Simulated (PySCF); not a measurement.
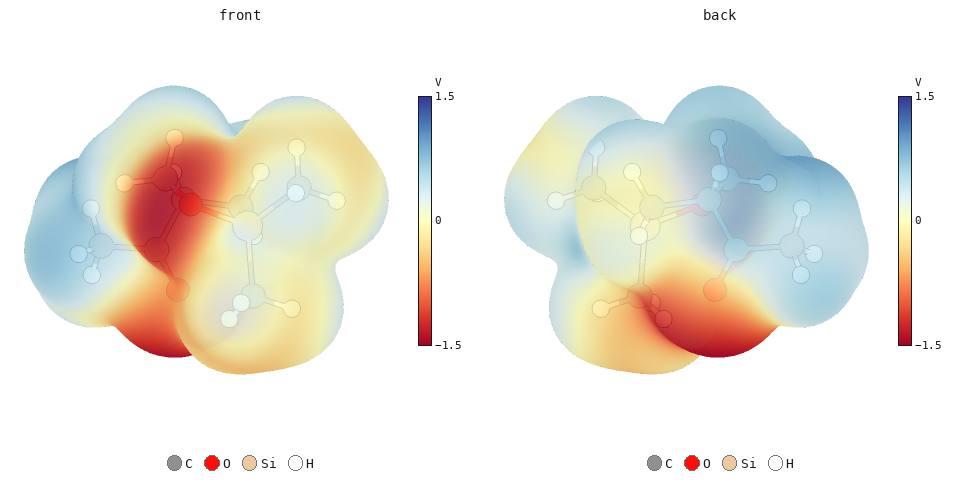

C7H14O2Si. The molecular electrostatic potential painted on the density surface at 0.001 e/bohr³, seen from the front and from behind; the colour scale runs from red (negative) to blue (positive).

Geometry: GFN2-xTB.

Theory: PBE0/pcSseg-1, SCF density, gas phase, non-relativistic (PySCF 2.14.0).

The calculation's input:

```
{"job": {"kind": "nmr", "xc": "PBE0", "basis": "pcSseg-1"}, "charge": 0, "multiplicity": 1}
C      3.252949    -0.228176    -0.560870
C      1.865998    -0.658014    -0.144055
O      1.388960    -1.702192    -0.509755
C      1.108751     0.321742     0.730629
C      0.661731     1.506793    -0.151214
O     -0.456659     1.132416    -0.896768
Si    -1.392469    -0.026987    -0.170632
C     -1.694034    -1.460951    -1.369910
C     -3.040920     0.728679     0.409990
C     -0.170454    -0.309949     1.274722
H      3.660225     0.539503     0.089599
H      3.909953    -1.094831    -0.575720
H      3.202593     0.157591    -1.578152
H      1.775723     0.684877     1.517762
H      0.400116     2.354582     0.494363
H      1.444593     1.828058    -0.843432
H     -2.448605    -2.133099    -0.976808
H     -2.049140    -1.086947    -2.324882
H     -0.789704    -2.032928    -1.546552
H     -3.605183     1.084508    -0.445595
H     -2.902478     1.568309     1.084313
H     -3.651606    -0.009603     0.917533
H     -0.484706     0.208097     2.179725
H      0.002633    -1.351713     1.528959
```

Launched as:

```sh
OMP_NUM_THREADS=1 python probes_run.py task.json out
```

**Describe the electrostatic potential map.**

The most negative region (about −1.4 V, or −32 kcal/mol for a unit charge) lies over O3 and O6, the most positive (about +0.9 V, or +21 kcal/mol for a unit charge) over H11 and H14.

**How polar is the molecule by this calculation?**

Its dipole moment is 2.56 D.
